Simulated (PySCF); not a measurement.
C₄H₁₂OSi₂

The calculation's input:

```
{"job": {"kind": "uv", "xc": "PBE0", "basis": "def2-SVPD", "nstates": 8, "ntriplets": 3}, "charge": 0, "multiplicity": 1}
C      3.223725    -0.036127     0.489988
C      1.871520    -0.443419    -0.073279
O      0.891454     0.405762     0.487451
C     -0.421195     0.246406     0.140198
Si    -1.421224     1.551482     1.082584
C     -0.895986    -0.667851    -0.710687
Si    -2.695391    -0.866047    -1.169925
H      3.218952    -0.132212     1.572629
H      4.002248    -0.672180     0.077758
H      3.435230     0.999176     0.235481
H      1.867446    -0.346342    -1.168773
H      1.649292    -1.489736     0.182157
H     -2.407544     0.888229     1.940065
H     -0.477490     2.324048     1.887849
H     -2.115962     2.420236     0.128476
H     -0.205135    -1.357339    -1.183028
H     -3.516714    -1.182160     0.003419
H     -3.224078     0.345393    -1.806181
H     -2.788951    -1.978068    -2.123643
```

Launched as:

```sh
OMP_NUM_THREADS=1 python probes_run.py task.json out
```

Geometry: GFN2-xTB.

Level of theory: PBE0/def2-SVPD, SCF density, gas phase in PySCF.

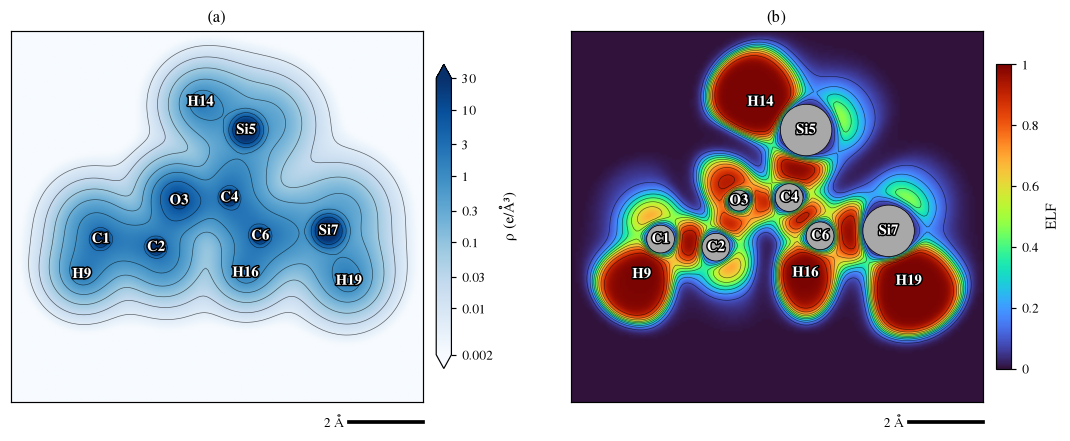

Figure 1. (a) electron density; (b) ELF on the plane of atoms C2, O3 and C4. Grey discs cover the atomic cores in the ELF map.

### What do the fields say about this system?

Atoms in the plane: C, O, Si and H.
C–C (1.34 Å): ρ is about 2.3 e/Å³ halfway; the ELF peaks at about 0.90 between the atoms: a multiple bond.
C–O (1.37 Å): the density is about 2.3 e/Å³ at the midpoint, with its minimum of 1.9 e/Å³ about 0.5 Å from C; the ELF peaks at about 0.90 between the atoms; a polar covalent bond.
C–Si (1.87 Å): ρ is about 0.95 e/Å³ halfway; the ELF peaks at about 0.95 between the atoms: a covalent bond.
C–H (1.08 Å): ρ is about 1.9 e/Å³ halfway; the ELF climbs to about 1 towards the hydrogen, as it does in any bond to H (a covalent bond by its length).
C–O (1.41 Å): ρ at the midpoint is about 2 e/Å³, with its minimum of 1.7 e/Å³ about 0.5 Å from C; the ELF peaks at about 0.90 between the atoms: a shared but strongly polarised pair.
The ELF also peaks beside O3, away from the bonds: lone-pair regions.

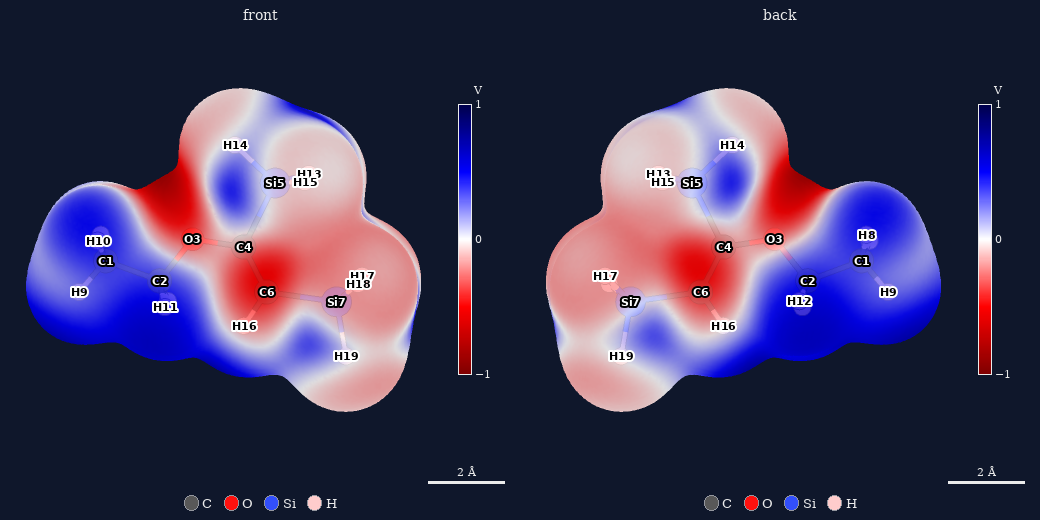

Figure 2. The electrostatic potential painted on the density surface at 0.001 e/bohr³, seen from the front and from behind; red is negative and blue positive.

### Where is the surface potential most negative and most positive?

The most negative region (about −0.8 V) lies over O3, the most positive (about +0.7 V) over Si5, H9 and H16.

### What dipole moment does the calculation give?

Its dipole moment is 1.78 D.
